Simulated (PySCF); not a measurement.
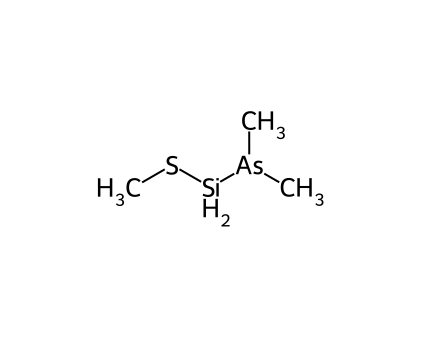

Skeletal drawing of a molecule.

> Give its SMILES.

CS[SiH2][As](C)C

> Give the formula, hydrogens included.

C3H11AsSSi.

> An optimisation with GFN2-xTB gave a structure of which point group?

C1. Other conformers may differ.

The parts below concern this one geometry. Atoms keep their numbers from picture to picture. Computed geometry: GFN2-xTB optimisation. No frequency run is at hand to confirm it as a minimum.

**Geometry**

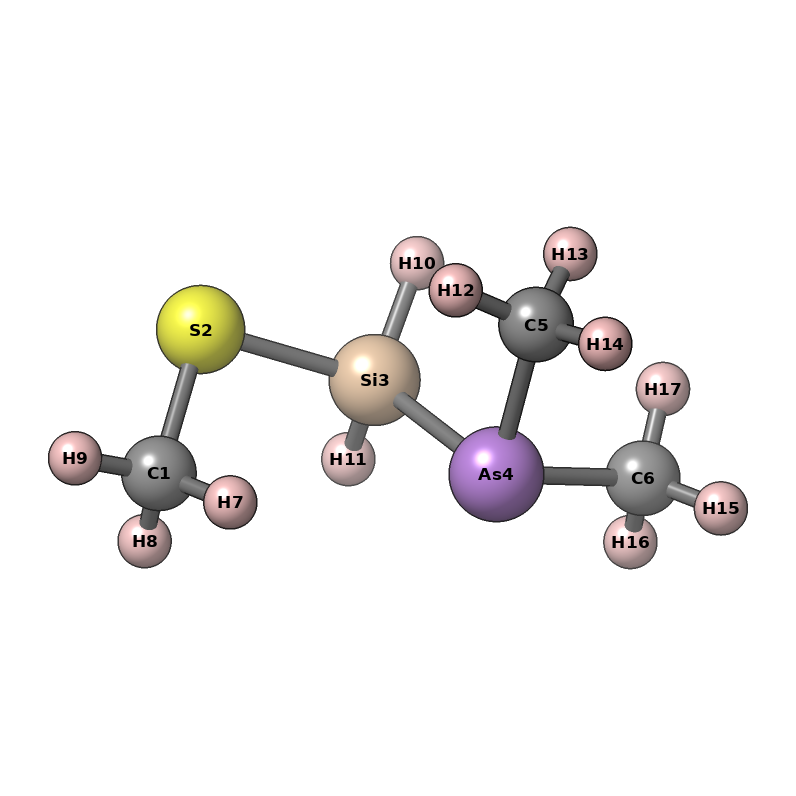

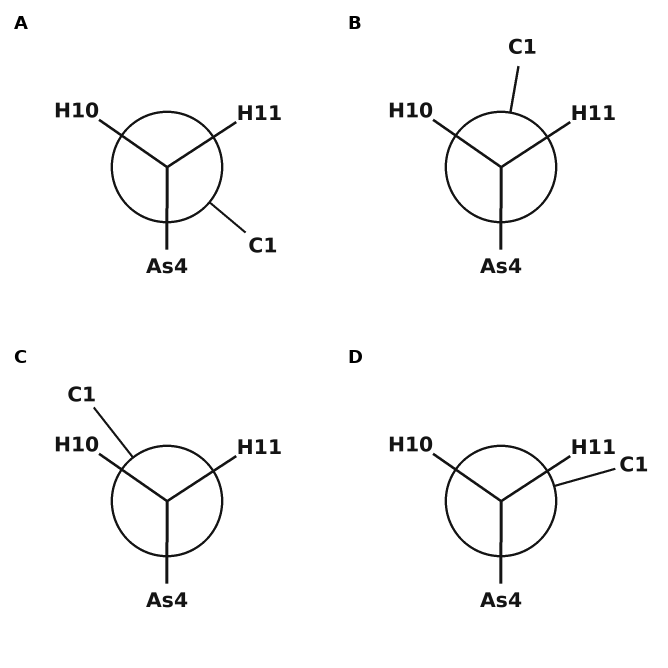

Atoms fade into the background with distance from the viewer. Bonds that would overlap in a projection are set slightly apart. No frequency run is at hand to confirm it as a minimum.

> Which Newman projection shows the view along Si3–S2, with Si3 in front?

A. The torsion angle As4–Si3–S2–C1 is −50°, synclinal (gauche).

**Dipole moment**

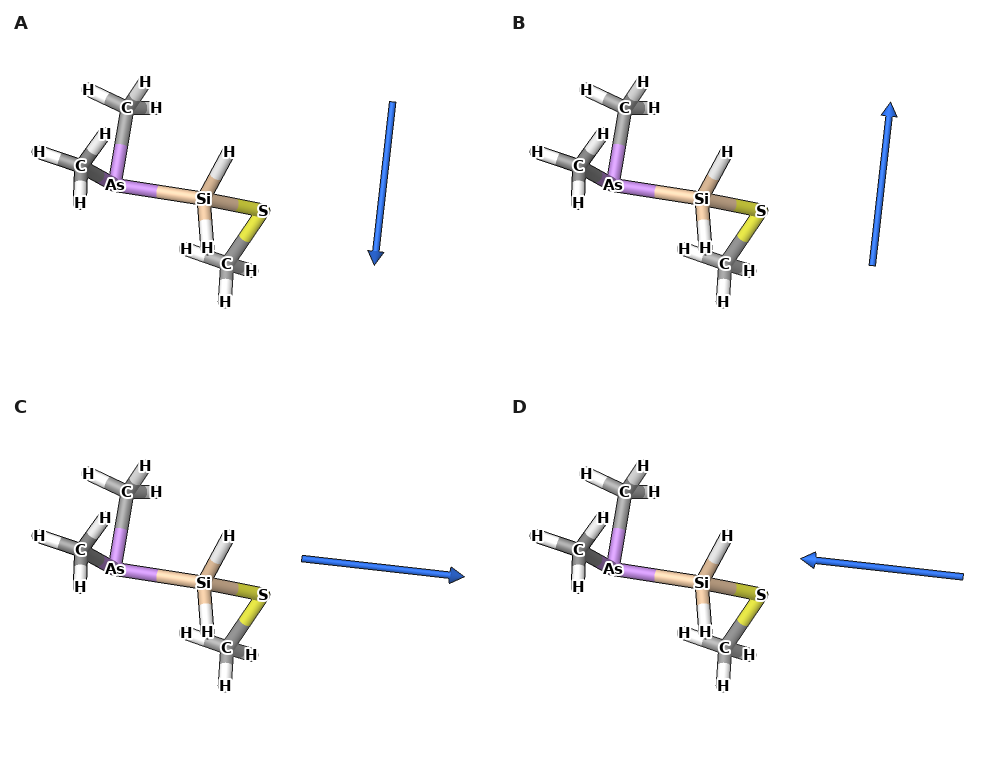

The same molecule four times, each with an arrow. No frequency run is at hand to confirm it as a minimum. Level of theory: B3LYP/def2-SVPD, gas phase (PySCF 2.14.0).

> Which arrow points along the dipole moment, from the negative to the positive end?

D. The dipole moment is 1.89 D.

**Polarisability**

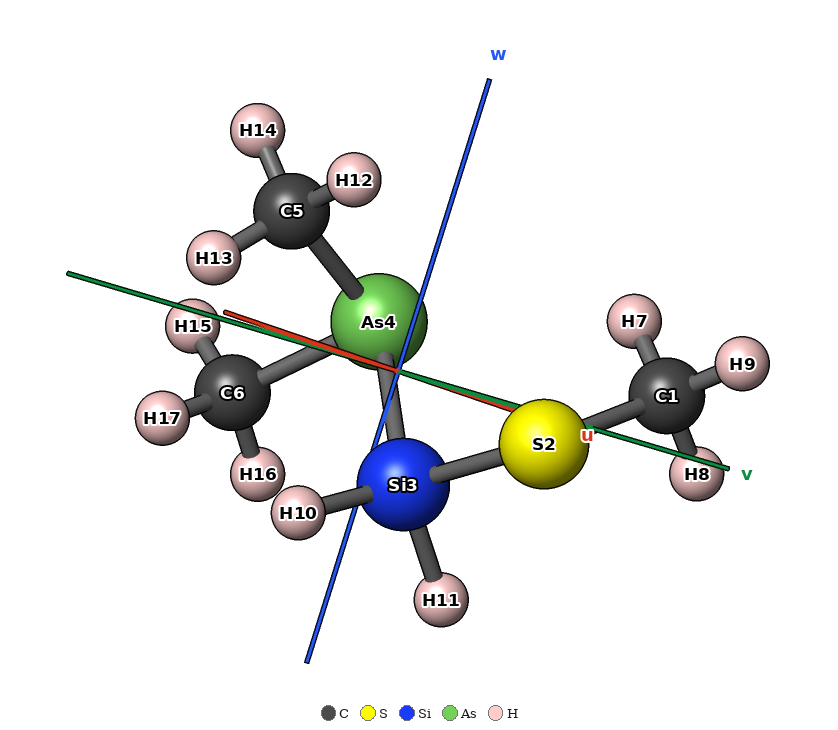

The lines u, v and w are the principal axes of the static dipole polarisability. No frequency run is at hand to confirm it as a minimum. Computed with B3LYP/def2-SVPD (PySCF 2.14.0).

> Along which axis is the molecule most polarisable, and along which least?

Most along v (close to the long direction C1···C6), least along u.

> Give the three principal values.

u 107.3, v 143.6, w 113.3 bohr³; mean 121.4, anisotropy 33.7 bohr³.

**Excitation**

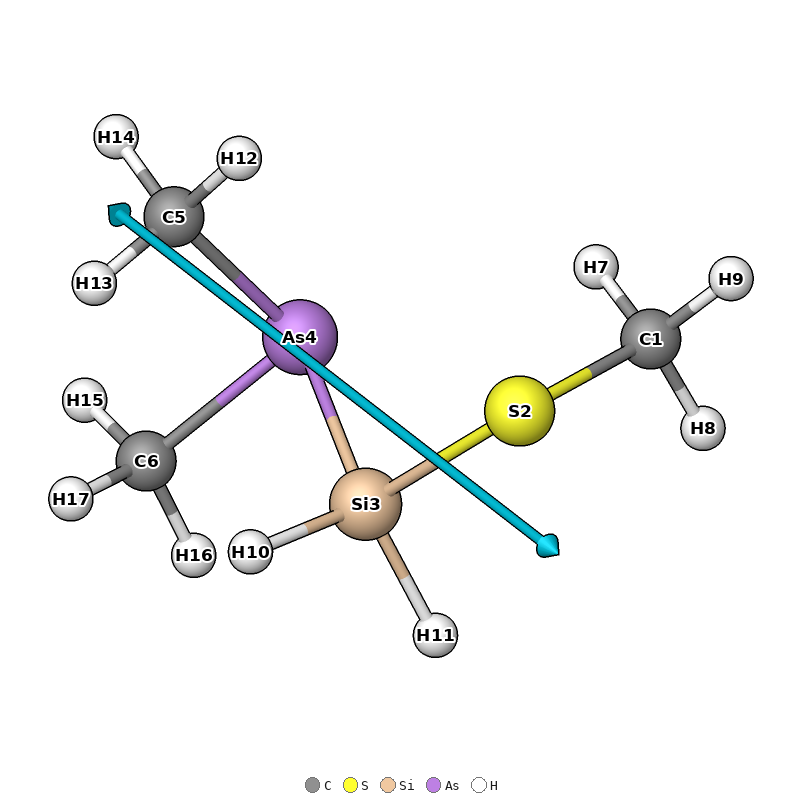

The double arrow shows the direction of the transition dipole to excited singlet state 2 (its length means nothing). No frequency run is at hand to confirm it as a minimum. Properties computed with TDDFT B3LYP/def2-SVPD, vertical, gas phase, core orbitals frozen in the response (PySCF 2.14.0).

> Give its energy, strength and character.

5.27 eV (235 nm), oscillator strength 0.048, mainly HOMO → LUMO+1 (weight 0.74); transition dipole 1.54 D.

The geometry is semi-empirical. Around As, Si such bond lengths and angles can be off by a tenth of an ångström or more and by several degrees, and values that hang on the shape move with them.
